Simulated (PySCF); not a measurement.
**C$_{6}$H$_{11}$FOSi: density, localisation and related maps**

```yaml
atoms:
  - { symbol: C, position_ang: [2.7941, -0.5718, -1.7079] }
  - { symbol: C, position_ang: [1.5207, -0.3865, -1.0484] }
  - { symbol: C, position_ang: [0.4832, -0.2222, -0.4681] }
  - { symbol: C, position_ang: [-0.7945, -0.0656, 0.1904] }
  - { symbol: F, position_ang: [-1.7702, 0.2163, -0.8044] }
  - { symbol: C, position_ang: [-0.7820, 1.1016, 1.1744] }
  - { symbol: C, position_ang: [-0.3841, 2.4197, 0.5186] }
  - { symbol: Si, position_ang: [-1.3634, -1.7450, 0.9688] }
  - { symbol: O, position_ang: [-1.5529, -2.8254, -0.2214] }
  - { symbol: H, position_ang: [3.5490, -0.8579, -0.9755] }
  - { symbol: H, position_ang: [2.7144, -1.3585, -2.4580] }
  - { symbol: H, position_ang: [3.1052, 0.3526, -2.1951] }
  - { symbol: H, position_ang: [-0.0844, 0.8507, 1.9758] }
  - { symbol: H, position_ang: [-1.7800, 1.1947, 1.6078] }
  - { symbol: H, position_ang: [0.6166, 2.3464, 0.0981] }
  - { symbol: H, position_ang: [-1.0779, 2.6616, -0.2833] }
  - { symbol: H, position_ang: [-0.4012, 3.2269, 1.2472] }
  - { symbol: H, position_ang: [-2.6283, -1.4811, 1.6532] }
  - { symbol: H, position_ang: [-0.3098, -2.2904, 1.8097] }
  - { symbol: H, position_ang: [-1.8595, -2.5553, -1.0849] }
```

Geometry: GFN2-xTB.

Computed with PBE0/pcSseg-1, SCF density, gas phase, non-relativistic in PySCF 2.14.0.

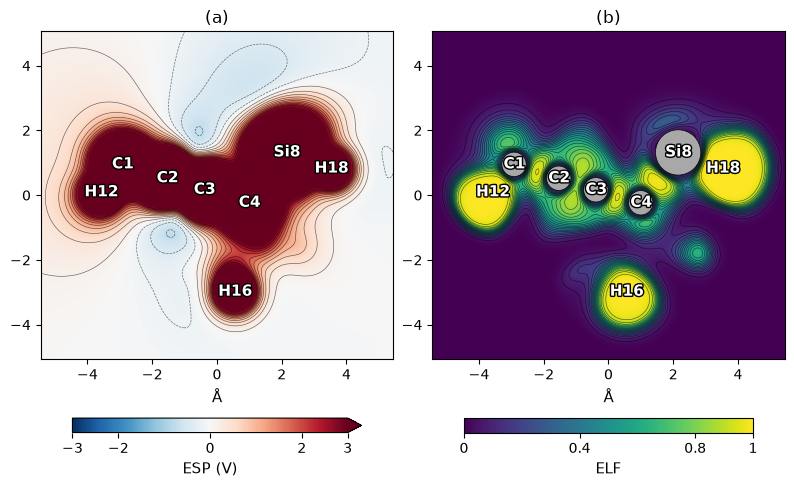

Figure 1. (a) electrostatic potential; (b) electron localisation function on the plane of atoms C4, Si8 and H18. Grey discs cover the atomic cores in the ELF map.

**What does the map show?**

The plane passes through C, Si and H nuclei. C–C (1.20 Å): the ELF peaks at about 0.85 between the atoms; a short, multiple covalent bond. C–Si (1.94 Å): the ELF peaks at about 1 between the atoms (a shared electron pair). C–H (1.09 Å): the ELF climbs to about 1 towards the hydrogen, as it does in any bond to H; an ordinary covalent bond to hydrogen. Si–H (1.46 Å): the ELF climbs to about 1 towards the hydrogen. Outside the dense part of the molecule the potential is most negative (−0.7 V) near C2.

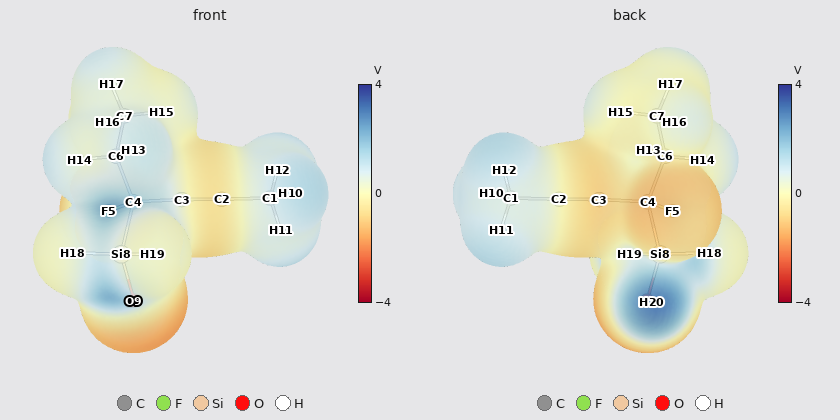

Figure 2. The molecular electrostatic potential painted on the density surface at 0.004 e/bohr³, seen from the front and from behind; the colour scale runs from red (negative) to blue (positive).

**Describe the electrostatic potential map.**

The most negative region (about −1.7 V) lies over O9, the most positive (about +2.9 V) over H20. O9 is the likeliest acceptor of a hydrogen bond.

**How polar is the molecule by this calculation?**

Its dipole moment is 1.79 D.
